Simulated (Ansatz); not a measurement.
Fields on a plane of BAs (zinc blende)

```
CELL_PARAMETERS angstrom
      0.00000     2.40467     2.40467
      2.40467     0.00000     2.40467
      2.40467     2.40467     0.00000
ATOMIC_POSITIONS crystal
  As 0.75000 0.75000 0.75000
  B  0.00000 0.00000 0.00000
```

The slice is a {110} plane (indices of the conventional cell) through the point (0.750, 0.750, 0.750) (fractional), spanned by u = [100] and v = [1 -1 -1] in vectors of this cell: u (3.40 Å) and v (4.81 Å, at 90° to u). It covers one period; positions are fractions (u, v).

Atoms on it: As at (0.00, 0.00); B at (0.50, 0.75).

Level of theory: PBE (plane waves to 420 eV, PAW, scalar-relativistic; Ansatz, an electronic-structure program). k mesh 12×12×12. These are valence fields of a PAW run, semicore shells included where kept as valence: close to a nucleus they are smooth pseudo fields. BAs was relaxed with its symmetry unable to fall.

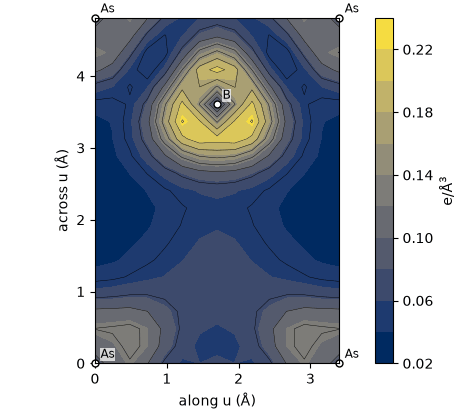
Density of the lowest conduction band (whole band as if filled, smooth part) in e/Å³, one period of the plane, atoms marked. 

```
|@%#+=-----=+#%|
|##+=========+#|
|++===========+|
|=======-======|
|----==-:-==---|
|:::--==-==--::|
|..::--===--::.|
|  .::--=--::. |
|   .::---::.  |
|   ..:::::..  |
|    ..:::..   |
|    .......   |
|....       ...|
|::...     ...:|
|--::.     .::-|
|=--::.   .::--|
|++=-:.. ..:-=+|
|##+=-:...:-=+#|
|@%#+--:::--+#%|
|@@#+=--:--=+#@|
```
Scale: ten equal steps from -1.54 (start of ' ') to 1.53 (end of '@'), in the order ' .:-=+*#%@'. Values: log₁₀ of the valence density in e/Å³. The map has 14 points along u (one character each, u = 0 at the left) and 20 along v (v = 0 in the bottom row). The scale is logarithmic, as a density can span decades between atoms and voids.

The density on the As–B line (2.08 Å) at its density minimum, 1.2 Å from As comes out as 0.73 e/Å³ and the ELF at that point is 0.91. ELF maximum in the middle third of the As–B line: 0.91, 1.3 Å from As. Character of the As–B contact (rough rule: ELF there above 0.7 covalent, below 0.2 ionic, polar between): shared-electron (covalent).
